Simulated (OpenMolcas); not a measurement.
**Predicting a hybrid from its neighbours: CuCl**

The species is CuCl (2 atoms), meant as a singlet with charge 0. As SMILES, `[Cl][Cu]`. The coordinates come from a PBE0-D4/def2-TZVP relaxation.

The dipole moment y, in D, basis cc-pVTZ; a is the functional's share of exact exchange. Programs: OpenMolcas 26.06.

```
functional     program     a  y (D)
       PBE  OpenMolcas     0   4.45
      TPSS  OpenMolcas     0   4.69
     B3LYP  OpenMolcas   0.2   4.91
      PBE0  OpenMolcas  0.25      ?
     BHLYP  OpenMolcas   0.5   5.61
```

Problem. Fit y = c + s·a to the known rows and predict PBE0.

Solution. 
1. Means of the 4 rows: a = 0.1750, y = 4.915.
2. Σ(Δa)² = 0.1675, Σ(Δa·Δy) = 0.3465, so the slope is 0.3465/0.1675 = 2.0687.
3. Intercept: 4.915 − (2.0687) × 0.1750 = 4.553. The largest residual of the fit is 0.14.
4. PBE0: 4.553 + (2.0687) × 0.25 = 5.07 D.

The run gave 5.18 D, so the prediction is off by -0.11 D, within the scatter of the fit. More exact exchange makes the molecule more polar here. The rows mix families of semi-local functionals, which the line can't see.

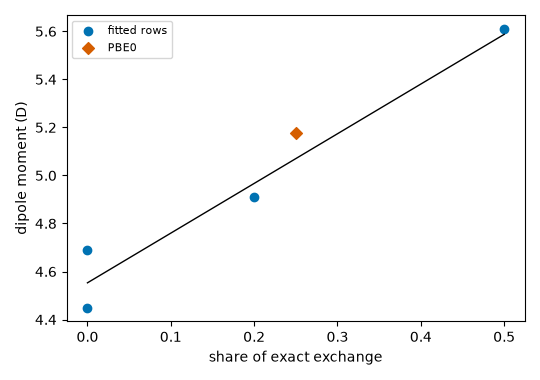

The fitted line, with the withheld row.
